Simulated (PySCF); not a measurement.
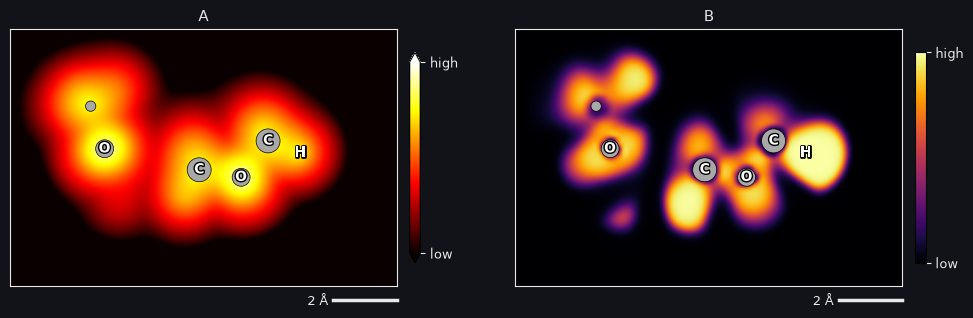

C5H13O2S (charge +1): 2 fields on the plane of atoms O2, C1 and H10, with unlabelled colour scales. Grey discs cover the atomic cores.

Geometry: GFN2-xTB.

All numbers below come from PBE0/pcSseg-1, SCF density, gas phase, non-relativistic (PySCF).

Question: Match the panels to the quantities (electron density and electron localisation function).

Answer: Panel A: electron density. Panel B: electron localisation function. From the grid: C–O (1.34 Å): ρ at the midpoint is about 2.4 e/Å³; the ELF peaks at about 0.90 between the atoms: a polar covalent bond. C–H (1.09 Å): the density is about 2.1 e/Å³ at the midpoint; the ELF climbs to about 1 towards the hydrogen, as it does in any bond to H: a covalent bond by its length.
